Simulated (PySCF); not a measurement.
## A study: C₃H₂BrCl, SMILES `ClC1=C(Br)C1`

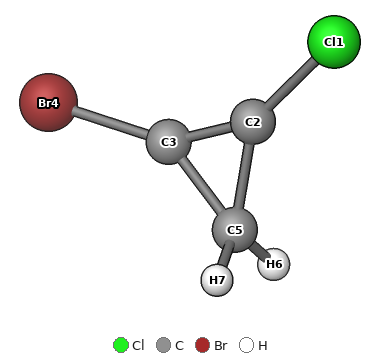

The molecule, with its atoms numbered as below. No frequency check shows the geometry to be a minimum.

Cartesian coordinates (Å):

```
Cl1      2.6635    0.6503    0.0000
C2       1.2937   -0.3072    0.0001
C3       0.0003   -0.4576   -0.0004
Br4     -1.7027    0.2459    0.0000
C5       0.8021   -1.7370    0.0001
H6       0.8704   -2.3254   -0.9078
H7       0.8698   -2.3255    0.9082
```

### 1. Bonding charge

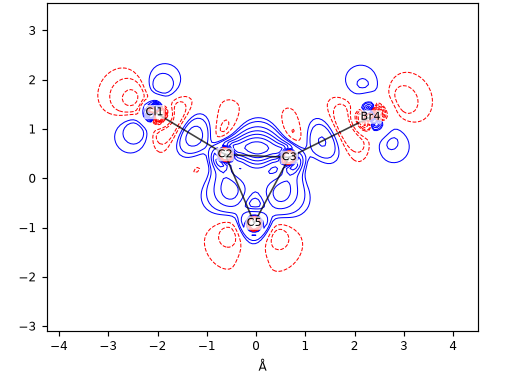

Deformation density (molecule less spherical, spin-averaged free atoms) in the plane of Cl1, C2, C3, Br4 and C5; contours at ±0.05 to ±0.8 e/Å³; solid blue lines: gain, dashed red lines: loss.

Computed with PySCF, TPSSh/def2-TZVP, geometry: GFN2-xTB.

Describe the bonding that the map shows.

Answer. C2–C3: +0.64 e/Å³ at the bond critical point (bond length 1.30 Å, Mayer order 1.7). C3–C5: +0.30 e/Å³ at the bond critical point (bond length 1.51 Å, Mayer order 1.0). C2–C5: +0.30 e/Å³ at the bond critical point (bond length 1.51 Å, Mayer order 1.0). Cl1–C2: +0.27 e/Å³ at the bond critical point (bond length 1.67 Å, Mayer order 1.2). C3–Br4: +0.18 e/Å³ at the bond critical point (bond length 1.84 Å, Mayer order 1.1). In all, 1.6 electrons gather in the regions of gain relative to the promolecule.

Where do the Hirshfeld charges lie?

Answer. The highest Hirshfeld charge is on H6 and H7 (+0.04 e), the lowest on C5 (−0.07 e).

```
atom  charge (e)
 Cl1       +0.02
  C2       −0.01
  C3       −0.04
 Br4       +0.03
  C5       −0.07
  H6       +0.04
  H7       +0.04
```

### 2. Local ionisation energy

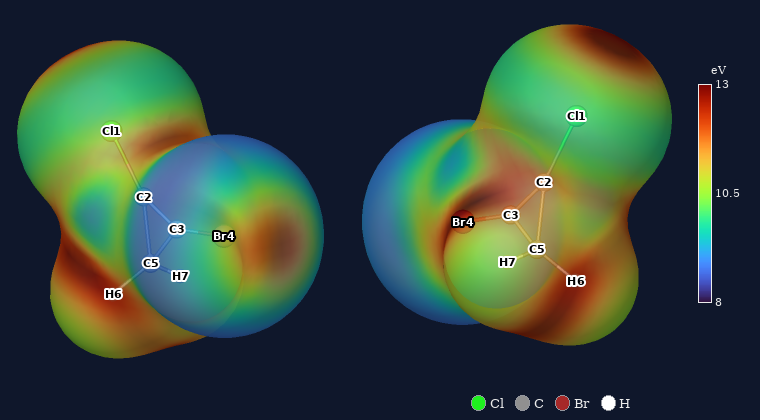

Average local ionisation energy on the surface of electron density 0.001 a.u. (back view left, front view right).

Where are the most loosely bound electrons on this surface?

Answer. The lowest value is 8.8 eV, 2.2 Å from Br4. Further minima include 8.8 eV, 2.2 Å from Br4, and at like points elsewhere; 9.3 eV, off the C2–C3 bond (2.1 Å from its atoms), and at like points elsewhere; 9.8 eV, 2.1 Å from Cl1. For comparison, the highest occupied orbital lies at −6.4 eV.

What volume does the surface enclose, and what is the dipole moment?

Answer. About 118 Å³; the dipole moment is 0.7 D.

### 3. Magnetic shielding

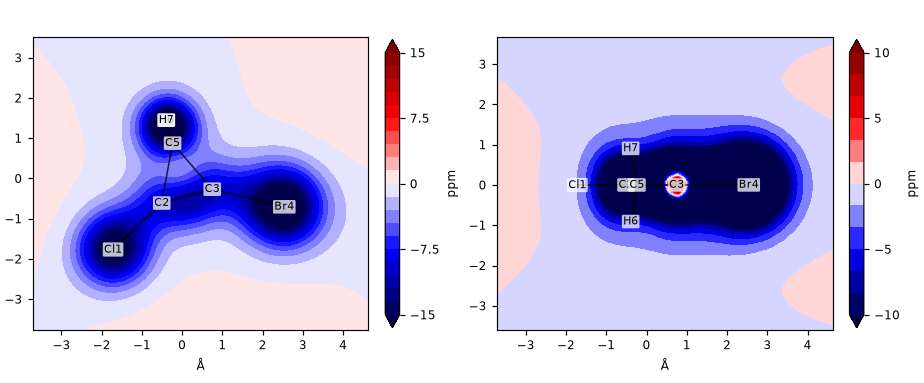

Isotropic NICS 1.0 Å above the plane of the 3-membered ring C2/C3/C5 (left) and isotropic NICS in a plane perpendicular to the same ring (right); GIAO shieldings; atoms are projected onto the map; negative values mean shielding.

Level of theory: B3LYP/def2-SVP (PySCF), at a geometry from GFN2-xTB.

Classify the ring and give its NICS values.

Answer. It is shielded above its centre; in a three-membered ring σ bonds weigh heavily, so the values alone don't measure π aromaticity: NICS(0) = −30.2, NICS(1) = −5.4, NICS(1)zz = −10.1 ppm.

What absolute proton shieldings does the same calculation give?

Answer. 30.2 ppm for all of them.

The PySCF runs shown took 25 s and 12 s on 1 thread of Intel(R) Xeon(R) 6975P-C (Granite Rapids), with other jobs on the host.
